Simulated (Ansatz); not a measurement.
# C₂H₆FGaO₂: small, medium and large basis sets

How large a basis does C₂H₆FGaO₂ need? Two functionals are run in growing sets.

Program: Ansatz 0.2.0, Gaussian basis. Level of theory: one geometry, several basis sets. These are calculated values, not measurements.

Levels to be run: PBE0-D4/def2-SVP; ωB97M-V/def2-SVP; PBE0-D4/def2-QZVPP; ωB97M-V/def2-QZVPP; the functionals' def2-TZVPP values are taken from earlier runs.

### 1 The geometry

An earlier PBE0-D4 in a triple-zeta def2 set relaxation fixed the geometry.

SMILES `C[O][Ga]([F])[O]C`, 12 atoms, charge 0, spin multiplicity 1.

Atoms are counted from 1 here; the program's logs count them from 0.

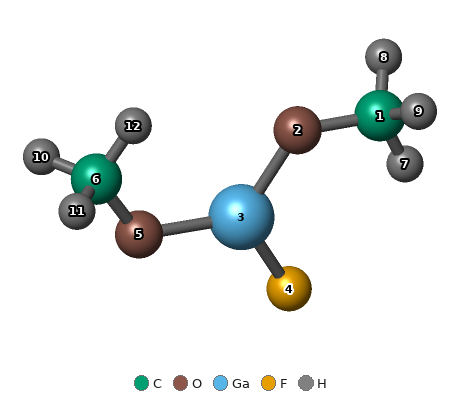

The geometry (carbon teal, oxygen brown, gallium blue, fluorine amber, hydrogen grey); atoms are numbered from 1 in the order of the file.

### 2 PBE0-D4 in def2-SVP

Contents of in.yaml:

```yaml
crystal:
  periodic: [false, false, false]
  atoms:
    - {symbol: C, position_ang: [0.041594, -2.400273, 0.297851]}
    - {symbol: O, position_ang: [0.279414, -1.008426, 0.253013]}
    - {symbol: Ga, position_ang: [-0.867824, 0.139209, -0.436111]}
    - {symbol: F, position_ang: [-2.367229, -0.461745, -1.092229]}
    - {symbol: O, position_ang: [-0.557771, 1.866822, -0.487675]}
    - {symbol: C, position_ang: [0.634688, 2.426491, 0.026438]}
    - {symbol: H, position_ang: [-0.925715, -2.686131, -0.128545]}
    - {symbol: H, position_ang: [0.828104, -2.921347, -0.256656]}
    - {symbol: H, position_ang: [0.071707, -2.739906, 1.337683]}
    - {symbol: H, position_ang: [1.153031, 2.966618, -0.771669]}
    - {symbol: H, position_ang: [0.387315, 3.138648, 0.819666]}
    - {symbol: H, position_ang: [1.322685, 1.680051, 0.438222]}
basis:
  gaussian: {orbitals: def2-SVP}
hamiltonian: {xc: pbe0, dispersion: d4}
output: {orbitals: {seedname: orbitals}}
```

The run is started by

```
ansatz run in.yaml --threads 4 --pin off --events-out ev --progress --plain --max-ram 10444MiB
```

Output:

```text
Functional definition: PBE0
  name "PBE0"
  cite "Adamo & Barone, J. Chem. Phys. 110, 6158 (1999) doi:10.1063/1.478522"
  cite "Perdew, Burke & Ernzerhof, Phys. Rev. Lett. 77, 3865 (1996) doi:10.1103/PhysRevLett.77.3865"
  parent pbe
  parameter a = 0.25
  parameter kappa = 0.804
  parameter beta = 0.06672455060314922
  exchange = (1 - a)*pbe_x(kappa = kappa, mu = beta*pi^2/3) + a*exact_x
  correlation = pbe_c(beta = beta)
1304 factors; integrals over basis functions are off by at most 1.3e-3 eV
mean field evaluation 1: about -61322.5631 eV, gradient 7.2e1 eV
mean field evaluation 2: about -61307.3141 eV, gradient 1.2e2 eV
mean field evaluation 4: about -61332.2637 eV, gradient 4.8e0 eV
mean field evaluation 8: about -61332.5060 eV, gradient 4.0e-1 eV
mean field evaluation 16: about -61332.5060 eV, gradient 2.1e-4 eV
mean field -61332.50604772 eV, -2253.9280245879 hartree, gradient 4.7e-5 eV, S^2 0.000000; 0 other end points of the search recorded, 0 dependent functions left out
reference -61332.50608043 eV, -2253.9280257901 hartree; 37, 37 occupied and 95, 95 virtual orbitals, 1304 factors
Total energy: -61332.69607439 eV, -2253.9350079394 hartree
```

Wall time 1.9 s (4 threads of Arm Neoverse V1, shared host); peak memory 0.32 GiB.

### 3 ωB97M-V in def2-SVP

Changes to in.yaml since step 2:

```diff
@@ -17,3 +17,3 @@
   gaussian: {orbitals: def2-SVP}
-hamiltonian: {xc: pbe0, dispersion: d4}
+hamiltonian: {xc: {name: wB97M-V}}
 output: {orbitals: {seedname: orbitals}}
```

Same command.

Output, cut to the lines that bear on the results:

```text
Functional definition: wB97M-V
  name "wB97M-V"
  cite "Mardirossian & Head-Gordon, J. Chem. Phys. 144, 214110 (2016) doi:10.1063/1.4952647"
  cite "Becke, J. Chem. Phys. 107, 8554 (1997) doi:10.1063/1.475007"
  cite "Vydrov & Van Voorhis, J. Chem. Phys. 133, 244103 (2010) doi:10.1063/1.3521275"
  # Of w^i u^j: cxij and so on, Table III.
[...]
  gx(w, u) = 1 - cx + cx01*u + cx10*w
  gss(w, u) = css00 + css04*u^4 + css10*w + css20*w^2 + css43*w^4*u^3
  gos(w, u) = cos00 + cos10*w + (cos20 + cos21*u)*w^2 + (cos60 + cos61*u)*w^6
[...]
      + integral(e_c_pw_mod_opposite_spin*gos(b97_w_opposite, b97_u_opposite)) + vv10(b, c)
1304 factors; integrals over basis functions are off by at most 1.3e-3 eV
324 factors; integrals over basis functions are off by at most 7.7e-6 eV
[...]
mean field -61342.90536305 eV, -2254.3101923775 hartree, gradient 2.9e-5 eV, S^2 0.000000; 0 other end points of the search recorded, 0 dependent functions left out
reference -61342.90541482 eV, -2254.3101942801 hartree; 37, 37 occupied and 95, 95 virtual orbitals, 1304 factors
Total energy: -61342.90541482 eV, -2254.3101942801 hartree
```

It took 8 s on 4 threads of Arm Neoverse V1, shared host; peak memory 0.47 GiB.

### 4 PBE0-D4 in def2-QZVPP

Changes to in.yaml since step 3:

```diff
@@ -16,4 +16,4 @@
 basis:
-  gaussian: {orbitals: def2-SVP}
-hamiltonian: {xc: {name: wB97M-V}}
+  gaussian: {orbitals: "def2-QZVPP.json"}
+hamiltonian: {xc: pbe0, dispersion: d4}
 output: {orbitals: {seedname: orbitals}}
```

Launched as before.

Output:

```text
Functional definition: PBE0
  name "PBE0"
  cite "Adamo & Barone, J. Chem. Phys. 110, 6158 (1999) doi:10.1063/1.478522"
  cite "Perdew, Burke & Ernzerhof, Phys. Rev. Lett. 77, 3865 (1996) doi:10.1103/PhysRevLett.77.3865"
  parent pbe
  parameter a = 0.25
  parameter kappa = 0.804
  parameter beta = 0.06672455060314922
  exchange = (1 - a)*pbe_x(kappa = kappa, mu = beta*pi^2/3) + a*exact_x
  correlation = pbe_c(beta = beta)
1849 factors; their error is unknown
mean field evaluation 1: about -61338.4683 eV, gradient 8.7e1 eV
mean field evaluation 2: about -61314.8710 eV, gradient 1.5e2 eV
mean field evaluation 4: about -61351.5492 eV, gradient 7.1e0 eV
mean field evaluation 8: about -61351.7776 eV, gradient 6.1e-1 eV
mean field evaluation 16: about -61351.7777 eV, gradient 4.8e-5 eV
mean field -61351.77773323 eV, -2254.6362459675 hartree, gradient 4.8e-5 eV, S^2 0.000000; 0 other end points of the search recorded, 0 dependent functions left out
reference -61351.77778073 eV, -2254.6362477132 hartree; 37, 37 occupied and 517, 517 virtual orbitals, 1849 factors
Total energy: -61351.96777469 eV, -2254.6432298625 hartree
```

It took 14 s on 4 threads of Arm Neoverse V1, shared host; peak memory 2.4 GiB.

### 5 ωB97M-V in def2-QZVPP

Changes to in.yaml since step 4:

```diff
@@ -17,3 +17,3 @@
   gaussian: {orbitals: "def2-QZVPP.json"}
-hamiltonian: {xc: pbe0, dispersion: d4}
+hamiltonian: {xc: {name: wB97M-V}}
 output: {orbitals: {seedname: orbitals}}
```

Launched as before.

Output, cut to the lines that bear on the results:

```text
Functional definition: wB97M-V
  name "wB97M-V"
  cite "Mardirossian & Head-Gordon, J. Chem. Phys. 144, 214110 (2016) doi:10.1063/1.4952647"
  cite "Becke, J. Chem. Phys. 107, 8554 (1997) doi:10.1063/1.475007"
  cite "Vydrov & Van Voorhis, J. Chem. Phys. 133, 244103 (2010) doi:10.1063/1.3521275"
  # Of w^i u^j: cxij and so on, Table III.
[...]
  gx(w, u) = 1 - cx + cx01*u + cx10*w
  gss(w, u) = css00 + css04*u^4 + css10*w + css20*w^2 + css43*w^4*u^3
  gos(w, u) = cos00 + cos10*w + (cos20 + cos21*u)*w^2 + (cos60 + cos61*u)*w^6
[...]
      + integral(e_c_pw_mod_opposite_spin*gos(b97_w_opposite, b97_u_opposite)) + vv10(b, c)
1844 factors; their error is unknown
420 factors; integrals over basis functions are off by at most 6.1e-6 eV
[...]
mean field -61362.38624469 eV, -2255.0261015729 hartree, gradient 4.6e-5 eV, S^2 0.000000; 0 other end points of the search recorded, 0 dependent functions left out
reference -61362.38631913 eV, -2255.0261043087 hartree; 37, 37 occupied and 517, 517 virtual orbitals, 1844 factors
Total energy: -61362.38631913 eV, -2255.0261043087 hartree
```

It took 29 s on 4 threads of Arm Neoverse V1, shared host; peak memory 2.9 GiB.

### 6 Functionals by basis

The def2-TZVPP values come from earlier runs at the same geometry.

| functional | basis | functions | energy (eV) | from the largest (eV) | HOMO (eV) | LUMO (eV) |
| --- | --- | --- | --- | --- | --- | --- |
| PBE0-D4 | def2-SVP | 132 | -61332.6961 | 19.272 | -7.99 | -0.98 |
| PBE0-D4 | def2-TZVPP | 287 | -61350.2355 | 1.732 | -8.13 | -1.12 |
| PBE0-D4 | def2-QZVPP | 554 | -61351.9678 | 0.000 | -8.17 | -1.25 |
| ωB97M-V | def2-SVP | 132 | -61342.9054 | 19.481 | -10.37 | 0.92 |
| ωB97M-V | def2-TZVPP | 287 | -61360.7228 | 1.664 | -10.53 | 0.77 |
| ωB97M-V | def2-QZVPP | 554 | -61362.3863 | 0.000 | -10.58 | 0.44 |

### 7 Outcome

| quantity | value |
| --- | --- |
| PBE0-D4: double and triple zeta above quadruple | 19.27, 1.73 eV |
| ωB97M-V: double and triple zeta above quadruple | 19.48, 1.66 eV |

What this shows: PBE0-D4 gains 17.54 eV from double to triple zeta, then 1.73 eV more. These are total energies; as a rule much of such shifts cancels in differences, which this series doesn't test.

For PBE0-D4 the largest set took about 7 times as long as the smallest (14 s against 1.9 s).
